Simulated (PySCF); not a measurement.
SMILES [SiH2](CF)[SiH3] at its GFN2-xTB optimised geometry (Å):

```
11

F      1.7443    -0.6201     0.0000
C      0.3606    -0.6201     0.0000
Si    -0.2868     1.1905     0.0000
Si     0.7585     2.3660     1.6967
H      0.0548    -1.1905    -0.8800
H      0.0569    -1.1769     0.8907
H     -1.7443     1.0338     0.1159
H     -0.0345     1.7010    -1.3537
H      0.1051     3.6641     1.8933
H      0.6923     1.6597     2.9808
H      2.1712     2.6306     1.4201
```

Computed with CAM-B3LYP/def2-TZVP (PySCF 2.14.0). Cells within 0.4 Å of a nucleus heavier than hydrogen are left out (blank, or x).

Map of the Laplacian of the electron density (e/bohr⁵), clipped to [-1.50, 1.50] on the plane z = 0.0 Å:

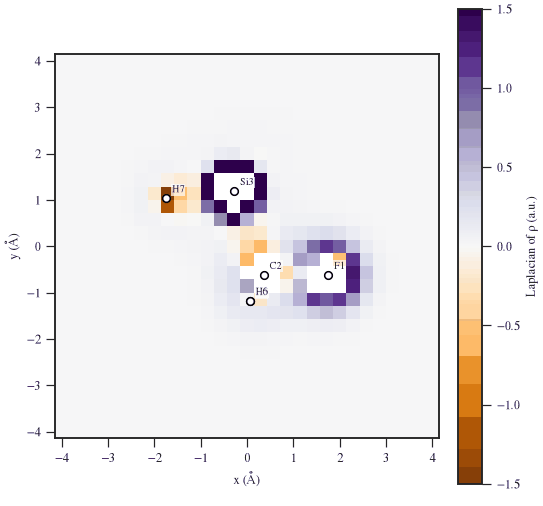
Fig. 1. Laplacian of the electron density (e/bohr⁵), clipped to [-1.50, 1.50] on the plane z = 0.0 Å.
